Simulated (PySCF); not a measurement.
**C4H5F3GeO (SMILES O=C/[C]([GeH3])=C/C(F)(F)F): density, localisation and related maps**

Input

```
{"job": {"kind": "uv", "xc": "CAM-B3LYP", "basis": "def2-SVPD", "nstates": 8, "ntriplets": 3}, "charge": 0, "multiplicity": 1}
O     -2.648818     0.945992    -0.698749
C     -1.645500     1.335891    -0.164812
C     -0.491974     0.449738     0.026710
Ge    -0.917441    -1.449016    -0.322971
C      0.715877     0.945842     0.275589
C      1.880379     0.015334     0.356747
F      1.881228    -0.863477    -0.668056
F      1.856353    -0.731080     1.475751
F      3.058873     0.640566     0.333326
H     -1.535199     2.378250     0.186913
H     -0.715384    -1.672700    -1.779090
H     -0.040284    -2.336452     0.485542
H     -2.337711    -1.655565     0.061219
H      0.938924     1.996204     0.409716
```

Run with:

```sh
OMP_NUM_THREADS=1 python probes_run.py task.json out
```

Geometry: GFN2-xTB.

These are results of PySCF, CAM-B3LYP/def2-SVPD, SCF density, gas phase, not measurements.

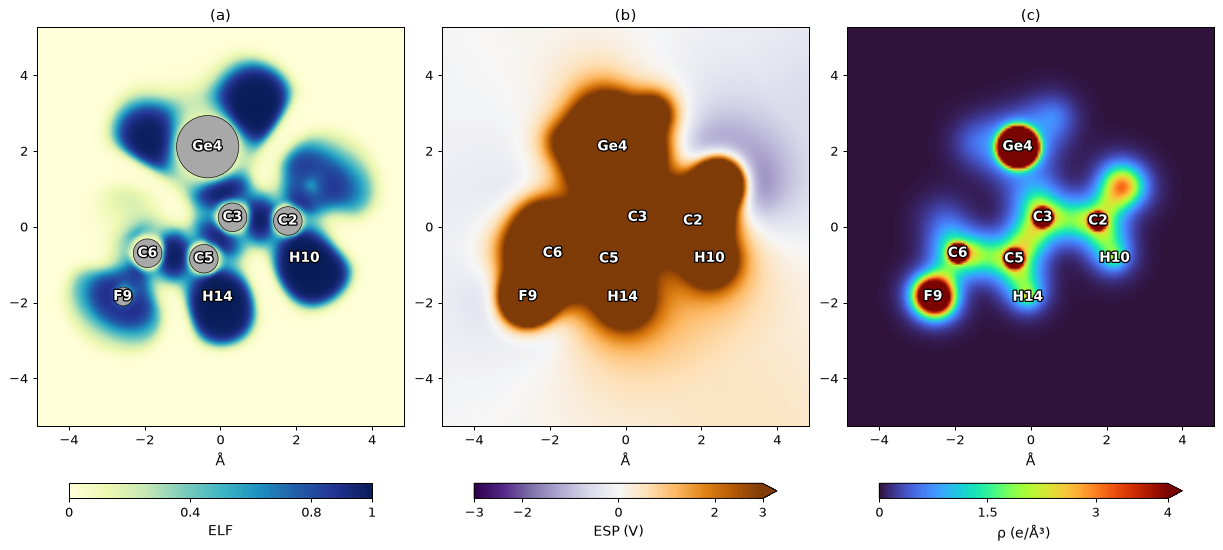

Figure 1. (a) electron localisation function; (b) molecular electrostatic potential; (c) total electron density on the plane of atoms C6, C5 and H14. Grey discs cover the atomic cores in the ELF map.

Q: Describe what can be read from this map.

A:
- Atoms in the plane: C, Ge, F and H.
- C–C (1.33 Å): ρ is about 2.3 e/Å³ halfway; the ELF peaks at about 0.95 between the atoms: a multiple bond.
- C–F (1.33 Å): ρ at the midpoint is about 2.4 e/Å³; the ELF peaks at about 0.85 between the atoms; a polar covalent bond.
- C–Ge (1.98 Å): ρ is about 0.85 e/Å³ halfway; the ELF peaks at about 0.95 in the valence shell of C, 0.7 Å from its nucleus, and is about 0.70 at the midpoint.
- C–H (1.08 Å): ρ is about 2 e/Å³ halfway; the ELF climbs to about 1 towards the hydrogen, as it does in any bond to H; an ordinary covalent bond to hydrogen.
- C–C (1.47 Å): the density is about 1.9 e/Å³ at the midpoint; the ELF peaks at about 0.95 between the atoms (localised, covalent bonding).
- The ELF also peaks beside F9 and O1, away from the bonds: lone-pair regions.
- Outside the dense part of the molecule the potential is most negative (−1.4 V) near O1, which lies off the plane.

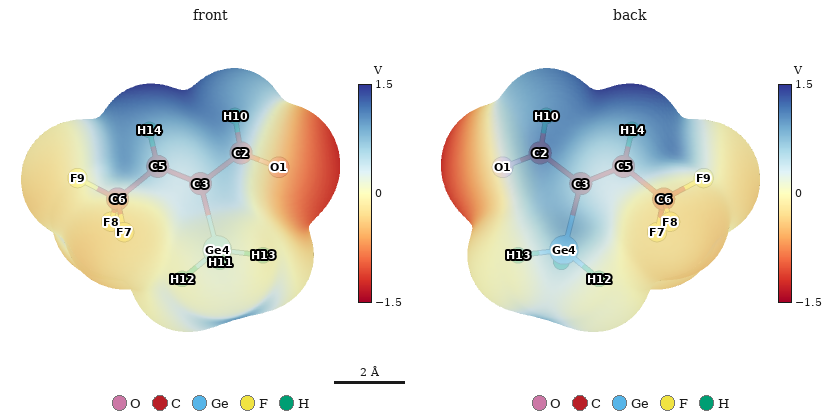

Figure 2. The electrostatic potential painted on the density surface at 0.001 e/bohr³, seen from the front and from behind; the colour scale runs from red (negative) to blue (positive).

Q: Which sites attract a positive test charge, and which a negative one?

A: A positive charge is drawn to the negative regions and a negative charge to the positive ones. The most negative region (about −1.2 V, or −28 kcal/mol for a unit charge) lies over O1, the most positive (about +1.5 V, or +35 kcal/mol for a unit charge) over H14. O1 is the likeliest acceptor of a hydrogen bond.

Q: How polar is the molecule by this calculation?

A: Its dipole moment is 1.82 D.
